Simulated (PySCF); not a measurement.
C3H12OSi2 (SMILES OCCC([SiH3])[SiH3])

```xyz
18

O     1.1921    1.0890    1.5897
C     1.7488    0.8822    0.3102
C     1.0766   -0.3498   -0.2785
C    -0.3960   -0.0973   -0.5878
Si   -1.3430    0.6623    0.8897
Si   -1.2130   -1.6893   -1.2318
H     1.4419    1.9557    1.9235
H     1.5663    1.7503   -0.3377
H     2.8349    0.7296    0.3922
H     1.1690   -1.1548    0.4530
H     1.6170   -0.6479   -1.1809
H    -0.4397    0.6389   -1.3990
H    -1.1425    2.1114    0.9960
H    -2.7712    0.5097    0.5549
H    -1.1017   -0.0581    2.1317
H    -1.2892   -2.6903   -0.1658
H    -0.4060   -2.2394   -2.3302
H    -2.5530   -1.3959   -1.7408
```

Geometry: GFN2-xTB.

Theory: PySCF, CAM-B3LYP/def2-SVPD, SCF density, gas phase.

Q: Predict the electron density and electron localisation function between the atoms.

A: C–C (1.52 Å): ρ at the midpoint is about 1.7 e/Å³; the ELF peaks at about 0.95 between the atoms, as expected for a shared electron pair.
C–Si (1.90 Å): ρ at the midpoint is about 0.92 e/Å³; the ELF peaks at about 0.95 between the atoms, as expected for localised, covalent bonding.
C–H (1.10 Å): ρ at the midpoint is about 2 e/Å³; the ELF climbs to about 1 towards the hydrogen, as it does in any bond to H (an ordinary covalent bond to hydrogen).

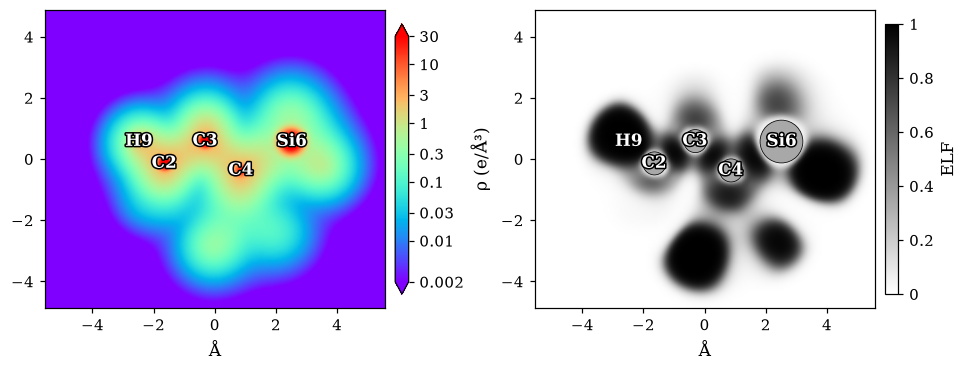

Computed electron density and electron localisation function on the plane of atoms C3, C2 and H9, in this order. Grey discs cover the atomic cores in the ELF map. 
